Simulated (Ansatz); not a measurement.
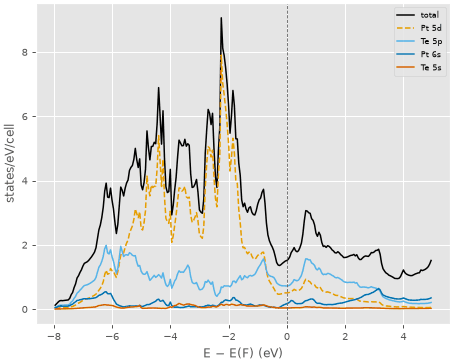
Fig. 1. Total and projected density of states of TePt in space group Pmma (No. 51; Pt on 2e, Te on 2f), plane-wave PAW PBEsol (Ansatz code)

**Question.** Which orbitals carry the states next to the Fermi level?

**Answer.** Within 0.5 eV of the Fermi level: Te 5p 50 %, Pt 5d 33 %, Pt 6s 8 %, outside the projected shells 5 %. Projections are on Löwdin-orthogonalised atomic valence shells; empty p or d shells of many metals are not among them.

**Question.** Where is the tallest occupied peak in this window, and what makes it?

**Answer.** Near -2.2 eV, about 9.1 states/eV per cell; the largest projected share is Pt 5d.

The start of the workflow was typed in or built on a structure type; neither database checked (COD, Materials Project) lists it. COD files the formula under space group No. 166, 194. Whether it is the stable phase at ambient conditions was not checked. Symmetry was held in the PBEsol relaxation; whether a distortion lowers the energy is not shown. No spin polarisation was allowed. The volume moved by 16 % from the start of the relaxation. Spin–orbit coupling is left out wherever it is not named.

Potentials: the earlier of the program's two PAW sets. The files were generated under PBE; for other functionals the program regenerates the frozen cores, and for LDA and PBEsol the local potential too.
